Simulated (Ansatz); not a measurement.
# S2SiSn (SMILES [Si]1#[S]#[Sn][S]1): what the fields show

```xyz
4

S    -1.8506    2.3702   -0.4114
S    -0.9962    0.9848    2.5067
Si   -2.3028    0.6005    0.7939
Sn    0.2578    2.3827    0.8901
```

Geometry: PBE0-D3(BJ)/def2-SVP; core potentials replace the inner electrons of Sn.

All numbers below come from Ansatz, isolated molecule in a Gaussian basis; Kohn-Sham density functional theory, functional PBE0.

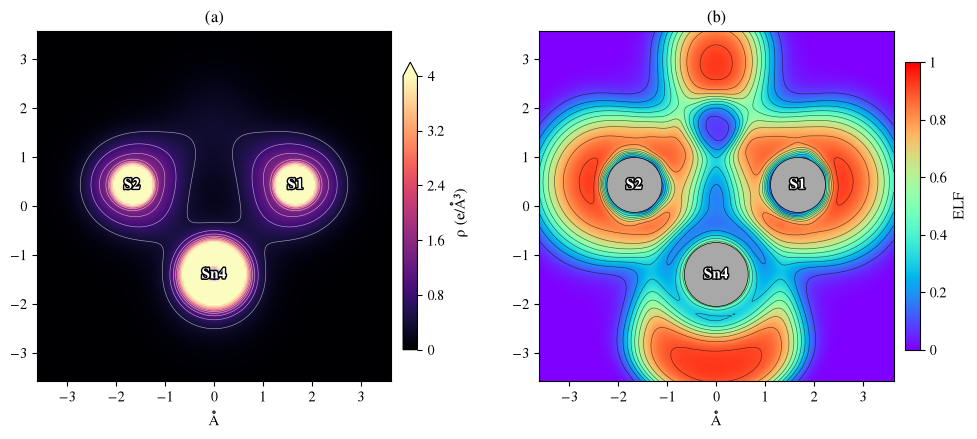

Figure 1. (a) electron density; (b) electron localisation function on the plane of atoms S1, Sn4 and S2. Grey discs cover the atomic cores in the ELF map.

What does the map show?

- The section cuts through S and Sn sites.
- Sn–S (2.48 Å): ρ is about 0.51 e/Å³ halfway; the ELF peaks at about 0.85 in the valence shell of S, 0.9 Å from its nucleus, and drops to about 0.20 between the two atoms.
- The ELF also peaks beside S2 and S1, away from the bonds: lone-pair regions.

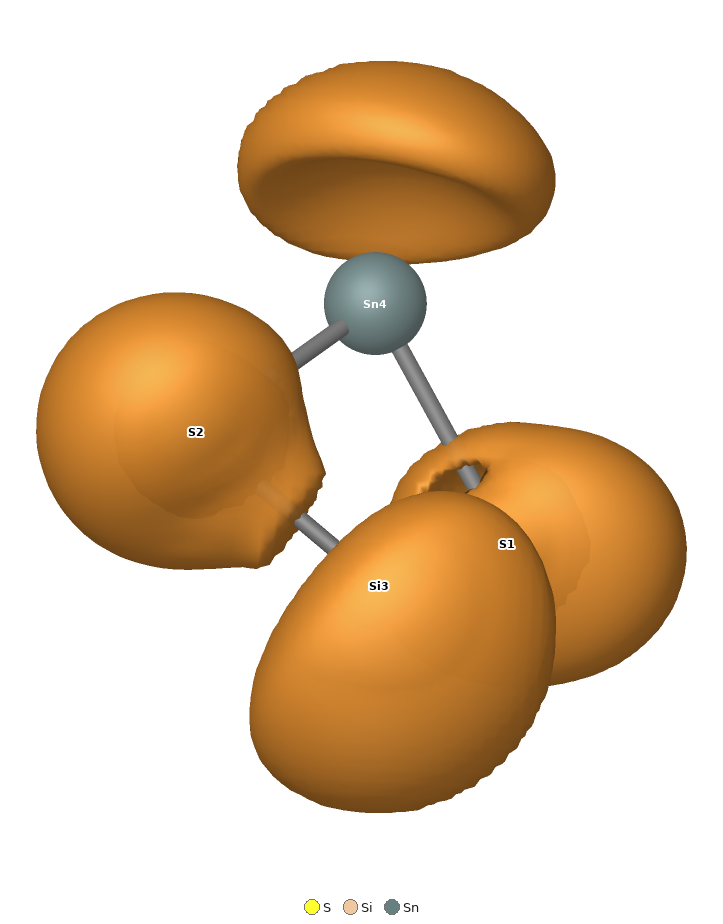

Figure 2. Isosurface of the ELF at 0.75 (orange), seen at a tilt. Only the valence region is drawn (cores and ρ < 0.01 e/Å³ removed).

Identify the bonds, lone pairs and shells in this picture.

The surface consists of two regions on S in which the atom's valence shell and bonds are merged, one lobe on Si, pointing away from the bonds (lone pairs) and one lobe on Sn, pointing away from the bonds (lone pairs). Profiles from the grid: Si–S (2.19 Å): the ELF peaks at about 0.85 between the atoms: localised, covalent bonding.

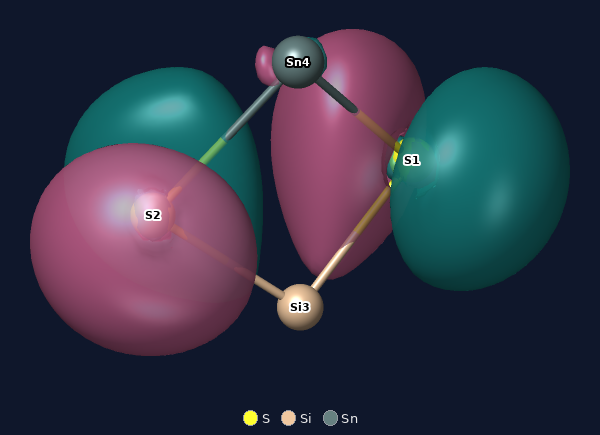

Figure 3. The HOMO−1 at ±0.08 Å⁻³ᐟ² (teal and pink are the two phases), seen at a tilt.

Where does this orbital lie, and at what energy?

Its weight (Hirshfeld) is mainly on S1 (about 45 %) and S2 (about 45 %); largely a combination of lone pairs on S1 and S2. Its energy is −7.16 eV.
